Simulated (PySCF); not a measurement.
# C3H8O2Si: NMR shifts and electronic excitations at several levels of theory, part 1 of 2

Aim: compute the NMR shifts and electronic excitations of C3H8O2Si (`C=COCO[SiH3]`) at several levels, and see how far they spread and what each costs.

The runs use PySCF 2.14.0, with density-fitted response routines of our own; the level of theory stands in each step. All values are computed, except where a source is named. Atoms are numbered from 0 throughout.

## 1. The starting structure

14 atoms, charge 0, multiplicity 1; geometry from: PBE0-D3(BJ)/def2-SVP.

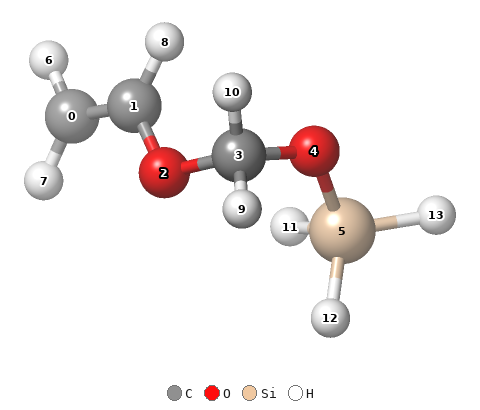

As it starts; carbon grey, oxygen red, silicon light orange, hydrogen white, atoms numbered.

## 2. Nuclear shieldings: PBE0/6-31G*

The job: settings as JSON, then the geometry in Å.

```
{"job": {"kind": "nmr", "xc": "PBE0", "basis": "6-31G*", "pop": true}, "charge": 0, "multiplicity": 1}
C     -2.356517    -0.703504     0.172997
C     -1.547879     0.291115    -0.185361
O     -0.626489     0.821605     0.657931
C      0.295216     1.704187     0.087618
O      1.241672     1.055091    -0.685622
Si     2.137362    -0.248279    -0.112616
H     -3.102201    -1.075948    -0.529153
H     -2.291217    -1.151119     1.166770
H     -1.585211     0.749676    -1.182172
H      0.757874     2.228742     0.941652
H     -0.219518     2.436348    -0.560596
H      1.336707    -1.505522    -0.095465
H      2.631820     0.050397     1.266845
H      3.277796    -0.388617    -1.056754
```

With the program's defaults for keys left out, this is: GIAO PBE0/6-31G* NMR shielding, non-relativistic, gas phase.

Started as:

```
$ OMP_NUM_THREADS=1 python probes_run.py task.json out
```

The driver reads the jobs from task.json and runs them one after another.

The program printed:

```text
coarse grid: 12016 points
cycle   1  E = -558.5469187641  dE =  6.787e-01  |g| = 7.632e-01  |ddm| = 3.337e+00
cycle   2  E = -558.4339958046  dE =  1.129e-01  |g| = 1.084e+00  |ddm| = 1.412e+00
cycle   3  E = -558.6587701996  dE = -2.248e-01  |g| = 9.308e-02  |ddm| = 8.850e-01
cycle   4  E = -558.6602367572  dE = -1.467e-03  |g| = 4.440e-02  |ddm| = 1.134e-01
cycle   5  E = -558.6606049662  dE = -3.682e-04  |g| = 1.187e-02  |ddm| = 3.866e-02
cycle   6  E = -558.6606314430  dE = -2.648e-05  |g| = 3.027e-03  |ddm| = 1.040e-02
cycle   7  E = -558.6606333656  dE = -1.923e-06  |g| = 8.485e-04  |ddm| = 2.899e-03
final grid: 110944 points
cycle   8  E = -558.6008248540  dE = -9.899e-06  |g| = 1.041e-02  |ddm| = 1.850e-02
cycle   9  E = -558.6008005144  dE =  2.434e-05  |g| = 1.534e-02  |ddm| = 1.782e-02
cycle  10  E = -558.6008463955  dE = -4.588e-05  |g| = 1.502e-03  |ddm| = 1.131e-02
cycle  11  E = -558.6008469597  dE = -5.642e-07  |g| = 2.666e-04  |ddm| = 1.538e-03
cycle  12  E = -558.6008469753  dE = -1.567e-08  |g| = 7.885e-05  |ddm| = 2.726e-04
cycle  13  E = -558.6008469767  dE = -1.349e-09  |g| = 1.724e-05  |ddm| = 7.437e-05
cycle  14  E = -558.6008469767  dE = -4.525e-11  |g| = 9.164e-06  |ddm| = 1.960e-05
converged SCF energy = -558.6008469767

GIAO shielding tensors (ppm)
atom      isotropic    diamagn.    paramagn.     s11        s22        s33       span
  0 C      105.824     259.978    -154.154     17.053    127.003    173.415    156.361
  1 C       50.574     252.210    -201.636    -42.655     84.879    109.499    152.154
  2 O      189.175     395.401    -206.226    130.627    160.404    276.494    145.868
  3 C      105.907     240.124    -134.216     85.985    105.531    126.205     40.221
  4 O      277.889     392.360    -114.471    218.075    271.625    343.967    125.892
  5 Si     420.653     880.864    -460.210    384.095    387.444    490.421    106.326
  6 H       27.848      29.693      -1.845     25.950     26.721     30.873      4.922
  7 H       27.456      32.038      -4.582     24.737     26.134     31.496      6.759
  8 H       25.604      30.065      -4.461     23.550     24.496     28.765      5.216
  9 H       26.977      28.843      -1.866     22.902     27.052     30.977      8.075
 10 H       27.017      28.365      -1.349     22.764     27.005     31.282      8.518
 11 H       26.814      30.986      -4.172     23.048     26.438     30.955      7.908
 12 H       26.819      29.619      -2.800     24.235     24.835     31.388      7.153
 13 H       26.989      28.948      -1.959     23.848     25.236     31.883      8.035
```

Run time: 10 s. Hardware: 1 thread of Arm Neoverse V1, shared host; peak memory 0.59 GiB.

The references, computed at this level on geometries of the same kind, shield at (ppm): 1H TMS 31.96, 13C TMS 194.1, 29Si TMS 418.1, 17O H2O 324.2. Their shielding less the atom's gives the shift. The references are single molecules in the gas phase, so shifts against H2O, NH3, PH3, H3PO4 or CFCl3 are not on the usual liquid scales and can be off by tens of ppm. Atoms listed in one row are averaged.

```csv
atoms,environment,σ (ppm),δ (ppm)
C1,alkene carbon bearing oxygen,50.6,143.6
C0,β carbon of an enol-ether or enamine type C=C,105.8,88.3
C3,sp3 carbon bearing two oxygens,105.9,88.2
H8,hydrogen on an alkene carbon bearing oxygen,25.60,6.36
"H11, H12, H13",hydrogen on a silicon bonded to O,26.87,5.09
"H9, H10",hydrogen on an sp3 carbon bearing two oxygens,27.00,4.97
H7,hydrogen on a β carbon of an enol-ether or enamine type C=C,27.46,4.51
H6,hydrogen on a β carbon of an enol-ether or enamine type C=C,27.85,4.12
O2,ether oxygen,189.2,135.0
O4,"oxygen bonded to C, Si",277.9,46.3
Si5,"silicon bonded to O, 3 H",420.7,-2.6
```

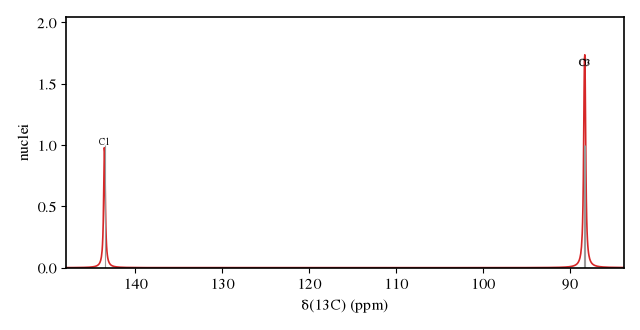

13C lines at the computed shifts, without couplings. Lines are broadened to a width of 0.22 ppm (Lorentzian).

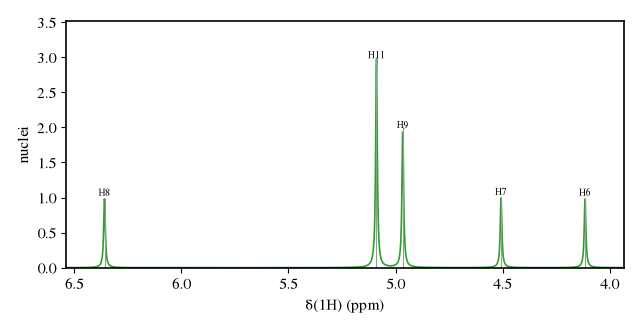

1H lines at the computed shifts, without couplings. Lines are broadened to a width of 0.01 ppm (Lorentzian).

Charges from the same density, by scheme (e):

```csv
atoms,Mulliken,IAO,Hirshfeld,ESP fit
C0,-0.46,-0.37,-0.14,-0.59
C1,0.15,0.06,0.02,0.11
O2,-0.46,-0.34,-0.11,-0.23
C3,0.14,0.14,0.09,0.04
O4,-0.58,-0.63,-0.24,-0.36
Si5,0.57,0.81,0.35,0.44
```

Mulliken charges:

C0 -0.46; C1 0.15; O2 -0.46; C3 0.14; O4 -0.58; Si5 0.57; H6 0.18; H7 0.18; H8 0.17; H9 0.18; H10 0.17; H11 -0.07; H12 -0.09; H13 -0.08

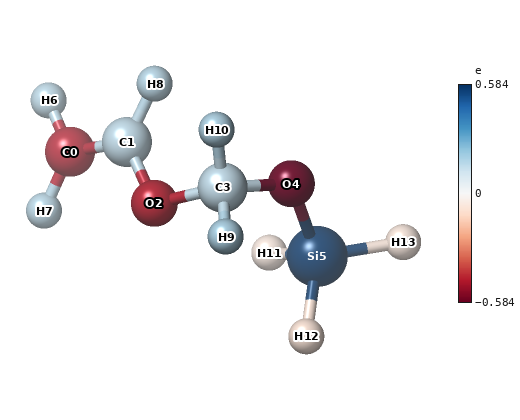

Mulliken charges, as colours on the atoms.

Mayer bond orders: C0–C1 1.92, C1–O2 0.95, O2–C3 0.92, C3–O4 0.94, O4–Si5 0.92.

## 3. NMR shieldings: PBE0/6-311+G(2d,p)

The job, as its differences from that of step 2:

```diff
@@ -1,2 +1,2 @@
-{"job": {"kind": "nmr", "xc": "PBE0", "basis": "6-31G*", "pop": true}, "charge": 0, "multiplicity": 1}
+{"job": {"kind": "nmr", "xc": "PBE0", "basis": "6-311+G(2d,p)", "pop": true}, "charge": 0, "multiplicity": 1}
 C     -2.356517    -0.703504     0.172997
```

Level: GIAO PBE0/6-311+G(2d,p) NMR shielding, non-relativistic, gas phase.

The program printed:

```text
coarse grid: 12016 points
cycle   1  E = -558.5975729130  dE =  6.659e-01  |g| = 8.020e-01  |ddm| = 3.010e+00
cycle   2  E = -558.4540909893  dE =  1.435e-01  |g| = 1.193e+00  |ddm| = 1.400e+00
cycle   3  E = -558.7096018231  dE = -2.555e-01  |g| = 1.121e-01  |ddm| = 9.293e-01
cycle   4  E = -558.7114307549  dE = -1.829e-03  |g| = 5.644e-02  |ddm| = 1.348e-01
cycle   5  E = -558.7120243259  dE = -5.936e-04  |g| = 1.354e-02  |ddm| = 4.715e-02
cycle   6  E = -558.7120543316  dE = -3.001e-05  |g| = 4.007e-03  |ddm| = 1.087e-02
cycle   7  E = -558.7120576437  dE = -3.312e-06  |g| = 7.028e-04  |ddm| = 3.084e-03
final grid: 110944 points
cycle   8  E = -558.7210899639  dE = -3.713e-05  |g| = 1.245e-02  |ddm| = 5.133e-02
cycle   9  E = -558.7210552285  dE =  3.474e-05  |g| = 1.856e-02  |ddm| = 1.838e-02
cycle  10  E = -558.7211154947  dE = -6.027e-05  |g| = 1.711e-03  |ddm| = 1.153e-02
cycle  11  E = -558.7211161637  dE = -6.691e-07  |g| = 4.348e-04  |ddm| = 1.567e-03
cycle  12  E = -558.7211161972  dE = -3.345e-08  |g| = 1.951e-04  |ddm| = 4.662e-04
cycle  13  E = -558.7211162057  dE = -8.544e-09  |g| = 2.640e-05  |ddm| = 1.546e-04
cycle  14  E = -558.7211162058  dE = -8.208e-11  |g| = 1.411e-05  |ddm| = 2.813e-05
converged SCF energy = -558.7211162058

GIAO shielding tensors (ppm)
atom      isotropic    diamagn.    paramagn.     s11        s22        s33       span
  0 C       92.292     259.131    -166.839     -8.616    119.162    166.329    174.945
  1 C       29.839     252.127    -222.288    -73.844     67.141     96.220    170.065
  2 O      165.725     382.074    -216.349     96.421    141.333    259.420    162.999
  3 C       93.913     237.479    -143.567     74.171     92.483    115.085     40.914
  4 O      265.193     384.765    -119.573    201.695    259.552    334.331    132.636
  5 Si     375.157     877.177    -502.020    334.419    336.533    454.519    120.100
  6 H       27.247      30.633      -3.386     25.360     26.230     30.152      4.792
  7 H       26.825      32.704      -5.880     24.116     25.852     30.506      6.390
  8 H       24.956      30.489      -5.533     22.805     23.751     28.311      5.506
  9 H       26.452      29.630      -3.178     22.307     26.621     30.429      8.122
 10 H       26.519      28.312      -1.793     22.376     26.557     30.624      8.248
 11 H       26.307      29.917      -3.609     22.742     25.932     30.248      7.506
 12 H       26.339      28.693      -2.354     23.882     24.331     30.804      6.922
 13 H       26.516      28.286      -1.769     23.588     24.738     31.224      7.636
```

Wall time 28 s (1 thread of Arm Neoverse V1, shared host); peak memory 0.95 GiB.

Key values: δ C1 156.6, C0 94.1, C3 92.5, O2 160.8, H8 6.55, H11 5.12 ppm (means over like atoms).

## 4. NMR shieldings: PBE0/def2-SVP

The job, as its differences from that of step 3:

```diff
@@ -1,2 +1,2 @@
-{"job": {"kind": "nmr", "xc": "PBE0", "basis": "6-311+G(2d,p)", "pop": true}, "charge": 0, "multiplicity": 1}
+{"job": {"kind": "nmr", "xc": "PBE0", "basis": "def2-SVP", "pop": true}, "charge": 0, "multiplicity": 1}
 C     -2.356517    -0.703504     0.172997
```

Level: GIAO PBE0/def2-SVP NMR shielding, non-relativistic, gas phase.

The program printed:

```text
coarse grid: 12016 points
cycle   1  E = -558.1427562620  dE =  6.354e-01  |g| = 7.533e-01  |ddm| = 3.663e+00
cycle   2  E = -558.0316045973  dE =  1.112e-01  |g| = 1.071e+00  |ddm| = 1.467e+00
cycle   3  E = -558.2502349041  dE = -2.186e-01  |g| = 9.270e-02  |ddm| = 9.174e-01
cycle   4  E = -558.2516074499  dE = -1.373e-03  |g| = 4.698e-02  |ddm| = 1.167e-01
cycle   5  E = -558.2520226607  dE = -4.152e-04  |g| = 1.094e-02  |ddm| = 4.125e-02
cycle   6  E = -558.2520441451  dE = -2.148e-05  |g| = 3.352e-03  |ddm| = 1.039e-02
cycle   7  E = -558.2520465809  dE = -2.436e-06  |g| = 8.411e-04  |ddm| = 3.408e-03
final grid: 110944 points
cycle   8  E = -558.3374861978  dE = -1.304e-05  |g| = 1.108e-02  |ddm| = 2.431e-02
cycle   9  E = -558.3374568395  dE =  2.936e-05  |g| = 1.656e-02  |ddm| = 2.007e-02
cycle  10  E = -558.3375099106  dE = -5.307e-05  |g| = 1.457e-03  |ddm| = 1.299e-02
cycle  11  E = -558.3375104522  dE = -5.416e-07  |g| = 2.618e-04  |ddm| = 1.552e-03
cycle  12  E = -558.3375104671  dE = -1.489e-08  |g| = 8.763e-05  |ddm| = 2.960e-04
cycle  13  E = -558.3375104688  dE = -1.701e-09  |g| = 2.013e-05  |ddm| = 8.263e-05
cycle  14  E = -558.3375104689  dE = -6.003e-11  |g| = 9.018e-06  |ddm| = 2.247e-05
converged SCF energy = -558.3375104689

GIAO shielding tensors (ppm)
atom      isotropic    diamagn.    paramagn.     s11        s22        s33       span
  0 C      102.875     255.777    -152.902      8.621    123.872    176.132    167.511
  1 C       45.738     253.906    -208.168    -53.365     81.006    109.574    162.939
  2 O      188.976     397.757    -208.781    126.245    157.585    283.098    156.854
  3 C      105.215     242.376    -137.160     84.980    104.636    126.030     41.051
  4 O      281.491     395.908    -114.417    221.318    274.698    348.458    127.140
  5 Si     443.588     880.205    -436.617    403.280    414.156    513.328    110.048
  6 H       27.192      29.829      -2.637     25.191     26.146     30.239      5.048
  7 H       26.753      32.596      -5.843     23.970     25.431     30.858      6.888
  8 H       25.255      32.126      -6.871     23.092     24.029     28.644      5.552
  9 H       26.604      29.470      -2.866     22.537     26.394     30.880      8.343
 10 H       26.689      28.849      -2.161     22.429     26.437     31.199      8.770
 11 H       26.456      31.647      -5.190     22.780     26.060     30.529      7.749
 12 H       26.473      29.912      -3.439     23.990     24.457     30.972      6.982
 13 H       26.647      28.926      -2.279     23.529     24.846     31.565      8.036
```

Wall time 12 s (1 thread of Arm Neoverse V1, shared host); peak memory 0.66 GiB.

Key values: δ C1 148.0, C0 90.8, C3 88.5, O2 154.1, H8 6.09, H11 4.82 ppm (means over like atoms).

## 5. NMR shieldings: PBE0/def2-TZVP

The job, as its differences from that of step 4:

```diff
@@ -1,2 +1,2 @@
-{"job": {"kind": "nmr", "xc": "PBE0", "basis": "def2-SVP", "pop": true}, "charge": 0, "multiplicity": 1}
+{"job": {"kind": "nmr", "xc": "PBE0", "basis": "def2-TZVP", "pop": true}, "charge": 0, "multiplicity": 1}
 C     -2.356517    -0.703504     0.172997
```

With the program's defaults for keys left out, this is: GIAO PBE0/def2-TZVP NMR shielding, non-relativistic, gas phase.

The program printed:

```text
coarse grid: 12016 points
cycle   1  E = -558.6394704116  dE =  6.589e-01  |g| = 8.066e-01  |ddm| = 2.693e+00
cycle   2  E = -558.4996130021  dE =  1.399e-01  |g| = 1.192e+00  |ddm| = 1.267e+00
cycle   3  E = -558.7528184763  dE = -2.532e-01  |g| = 1.083e-01  |ddm| = 8.607e-01
cycle   4  E = -558.7545143235  dE = -1.696e-03  |g| = 5.624e-02  |ddm| = 1.036e-01
cycle   5  E = -558.7550985452  dE = -5.842e-04  |g| = 1.333e-02  |ddm| = 3.925e-02
cycle   6  E = -558.7551281360  dE = -2.959e-05  |g| = 3.855e-03  |ddm| = 8.436e-03
cycle   7  E = -558.7551311466  dE = -3.011e-06  |g| = 7.264e-04  |ddm| = 2.534e-03
final grid: 110944 points
cycle   8  E = -558.7488764940  dE = -4.282e-05  |g| = 1.174e-02  |ddm| = 5.097e-02
cycle   9  E = -558.7488466625  dE =  2.983e-05  |g| = 1.744e-02  |ddm| = 1.436e-02
cycle  10  E = -558.7488998622  dE = -5.320e-05  |g| = 1.656e-03  |ddm| = 9.629e-03
cycle  11  E = -558.7489004884  dE = -6.262e-07  |g| = 3.754e-04  |ddm| = 1.417e-03
cycle  12  E = -558.7489005131  dE = -2.470e-08  |g| = 1.746e-04  |ddm| = 3.185e-04
cycle  13  E = -558.7489005199  dE = -6.742e-09  |g| = 2.514e-05  |ddm| = 1.298e-04
cycle  14  E = -558.7489005200  dE = -7.981e-11  |g| = 1.287e-05  |ddm| = 2.154e-05
converged SCF energy = -558.7489005200

GIAO shielding tensors (ppm)
atom      isotropic    diamagn.    paramagn.     s11        s22        s33       span
  0 C       92.000     256.349    -164.350     -9.367    119.041    166.324    175.691
  1 C       28.605     252.729    -224.124    -76.212     66.634     95.393    171.605
  2 O      166.044     390.719    -224.675     97.875    138.709    261.548    163.673
  3 C       92.168     241.313    -149.145     71.987     90.741    113.776     41.789
  4 O      262.999     386.313    -123.314    201.216    255.305    332.476    131.260
  5 Si     364.288     879.958    -515.670    322.749    325.107    445.009    122.260
  6 H       27.175      29.820      -2.645     25.240     26.203     30.082      4.841
  7 H       26.810      31.594      -4.784     24.058     25.811     30.561      6.503
  8 H       24.949      31.658      -6.709     22.769     23.803     28.276      5.506
  9 H       26.477      29.645      -3.167     22.375     26.676     30.381      8.006
 10 H       26.560      29.215      -2.655     22.445     26.625     30.610      8.165
 11 H       26.308      31.076      -4.768     22.839     25.859     30.227      7.389
 12 H       26.312      29.680      -3.368     23.941     24.216     30.778      6.837
 13 H       26.468      28.794      -2.326     23.599     24.643     31.162      7.564
```

Wall time 34 s (1 thread of Arm Neoverse V1, shared host); peak memory 0.91 GiB.

Key values: δ C1 158.0, C0 94.7, C3 94.5, O2 166.5, H8 6.53, H11 5.12 ppm (means over like atoms).

## 6. Nuclear shieldings: PBE0/cc-pVDZ

The job, as its differences from that of step 5:

```diff
@@ -1,2 +1,2 @@
-{"job": {"kind": "nmr", "xc": "PBE0", "basis": "def2-TZVP", "pop": true}, "charge": 0, "multiplicity": 1}
+{"job": {"kind": "nmr", "xc": "PBE0", "basis": "cc-pVDZ", "pop": true}, "charge": 0, "multiplicity": 1}
 C     -2.356517    -0.703504     0.172997
```

Method: GIAO PBE0/cc-pVDZ NMR shielding, non-relativistic, gas phase.

The program printed:

```text
coarse grid: 12016 points
cycle   1  E = -558.5162168630  dE =  7.201e-01  |g| = 7.589e-01  |ddm| = 6.606e+00
cycle   2  E = -558.3995866159  dE =  1.166e-01  |g| = 1.089e+00  |ddm| = 2.302e+00
cycle   3  E = -558.6249508270  dE = -2.254e-01  |g| = 9.558e-02  |ddm| = 1.334e+00
cycle   4  E = -558.6264498236  dE = -1.499e-03  |g| = 4.747e-02  |ddm| = 1.796e-01
cycle   5  E = -558.6268739530  dE = -4.241e-04  |g| = 1.131e-02  |ddm| = 6.491e-02
cycle   6  E = -558.6268977221  dE = -2.377e-05  |g| = 3.283e-03  |ddm| = 1.924e-02
cycle   7  E = -558.6269000291  dE = -2.307e-06  |g| = 8.321e-04  |ddm| = 5.485e-03
final grid: 110944 points
cycle   8  E = -558.6364388267  dE = -1.125e-05  |g| = 1.035e-02  |ddm| = 4.770e-02
cycle   9  E = -558.6364157101  dE =  2.312e-05  |g| = 1.511e-02  |ddm| = 3.196e-02
cycle  10  E = -558.6364600368  dE = -4.433e-05  |g| = 1.535e-03  |ddm| = 1.892e-02
cycle  11  E = -558.6364606282  dE = -5.914e-07  |g| = 2.620e-04  |ddm| = 2.574e-03
cycle  12  E = -558.6364606431  dE = -1.494e-08  |g| = 8.436e-05  |ddm| = 4.651e-04
cycle  13  E = -558.6364606447  dE = -1.562e-09  |g| = 1.873e-05  |ddm| = 1.321e-04
cycle  14  E = -558.6364606447  dE = -5.366e-11  |g| = 8.679e-06  |ddm| = 3.829e-05
converged SCF energy = -558.6364606447

GIAO shielding tensors (ppm)
atom      isotropic    diamagn.    paramagn.     s11        s22        s33       span
  0 C      106.031     257.474    -151.443     11.945    128.978    177.171    165.226
  1 C       47.466     254.660    -207.194    -50.020     81.990    110.429    160.449
  2 O      181.870     392.706    -210.835    120.099    148.861    276.651    156.552
  3 C      107.108     244.792    -137.685     87.287    106.172    127.863     40.576
  4 O      280.336     391.831    -111.496    215.650    275.335    350.022    134.372
  5 Si     445.179     882.151    -436.972    408.146    414.067    513.325    105.179
  6 H       27.084      29.561      -2.477     25.040     26.106     30.106      5.066
  7 H       26.727      32.583      -5.856     23.891     25.546     30.743      6.853
  8 H       25.038      32.217      -7.179     22.966     23.801     28.347      5.381
  9 H       26.393      29.890      -3.496     22.281     26.276     30.623      8.342
 10 H       26.467      29.407      -2.939     22.228     26.252     30.922      8.694
 11 H       26.407      31.635      -5.228     22.574     25.996     30.651      8.077
 12 H       26.484      30.076      -3.591     23.906     24.373     31.174      7.268
 13 H       26.600      29.248      -2.647     23.314     24.816     31.670      8.356
```

Wall time 13 s (1 thread of Arm Neoverse V1, shared host); peak memory 0.71 GiB.

This run: δ C1 149.3, C0 90.7, C3 89.6, O2 161.5, H8 6.25, H9 4.86 ppm (means over like atoms).

## 7. Nuclear shieldings: PBE0/cc-pVTZ

The job, as its differences from that of step 6:

```diff
@@ -1,2 +1,2 @@
-{"job": {"kind": "nmr", "xc": "PBE0", "basis": "cc-pVDZ", "pop": true}, "charge": 0, "multiplicity": 1}
+{"job": {"kind": "nmr", "xc": "PBE0", "basis": "cc-pVTZ", "pop": true}, "charge": 0, "multiplicity": 1}
 C     -2.356517    -0.703504     0.172997
```

With the program's defaults for keys left out, this is: GIAO PBE0/cc-pVTZ NMR shielding, non-relativistic, gas phase.

The program printed:

```text
coarse grid: 12016 points
cycle   1  E = -558.6320025671  dE =  6.640e-01  |g| = 8.077e-01  |ddm| = 7.055e+00
cycle   2  E = -558.4955716720  dE =  1.364e-01  |g| = 1.189e+00  |ddm| = 2.209e+00
cycle   3  E = -558.7451929121  dE = -2.496e-01  |g| = 1.077e-01  |ddm| = 1.339e+00
cycle   4  E = -558.7468889474  dE = -1.696e-03  |g| = 5.543e-02  |ddm| = 1.878e-01
cycle   5  E = -558.7474406472  dE = -5.517e-04  |g| = 1.323e-02  |ddm| = 7.241e-02
cycle   6  E = -558.7474695733  dE = -2.893e-05  |g| = 3.906e-03  |ddm| = 1.894e-02
cycle   7  E = -558.7474726012  dE = -3.028e-06  |g| = 7.971e-04  |ddm| = 5.708e-03
final grid: 110944 points
cycle   8  E = -558.7400306432  dE = -5.466e-05  |g| = 1.236e-02  |ddm| = 9.311e-02
cycle   9  E = -558.7399979118  dE =  3.273e-05  |g| = 1.837e-02  |ddm| = 3.451e-02
cycle  10  E = -558.7400562166  dE = -5.830e-05  |g| = 1.704e-03  |ddm| = 2.093e-02
cycle  11  E = -558.7400568814  dE = -6.647e-07  |g| = 3.885e-04  |ddm| = 2.773e-03
cycle  12  E = -558.7400569078  dE = -2.643e-08  |g| = 1.783e-04  |ddm| = 6.476e-04
cycle  13  E = -558.7400569148  dE = -6.966e-09  |g| = 2.658e-05  |ddm| = 2.619e-04
cycle  14  E = -558.7400569149  dE = -9.095e-11  |g| = 1.367e-05  |ddm| = 3.913e-05
converged SCF energy = -558.7400569149

GIAO shielding tensors (ppm)
atom      isotropic    diamagn.    paramagn.     s11        s22        s33       span
  0 C       93.021     255.656    -162.634     -7.500    119.972    166.592    174.093
  1 C       30.598     251.774    -221.175    -72.883     67.760     96.918    169.800
  2 O      167.624     392.200    -224.576    100.034    139.775    263.062    163.028
  3 C       93.439     238.652    -145.213     73.311     91.935    115.071     41.760
  4 O      267.558     386.801    -119.243    204.066    259.725    338.885    134.819
  5 Si     385.450     885.065    -499.615    343.499    344.832    468.020    124.521
  6 H       26.970      30.268      -3.297     25.029     25.939     29.943      4.915
  7 H       26.638      31.541      -4.903     23.889     25.599     30.427      6.539
  8 H       24.803      31.500      -6.696     22.671     23.640     28.099      5.428
  9 H       26.325      29.872      -3.547     22.191     26.472     30.312      8.121
 10 H       26.367      29.555      -3.188     22.162     26.389     30.550      8.388
 11 H       26.333      31.399      -5.067     22.759     25.896     30.343      7.584
 12 H       26.349      29.708      -3.358     23.926     24.227     30.895      6.969
 13 H       26.515      28.603      -2.088     23.549     24.698     31.298      7.749
```

It took 47 s on 1 thread of Arm Neoverse V1, shared host; peak memory 1 GiB.

In short: δ C1 156.7, C0 94.3, C3 93.9, O2 167.2, H8 6.49, H9 4.95 ppm (means over like atoms).

(Continued in part 2 of 2.)
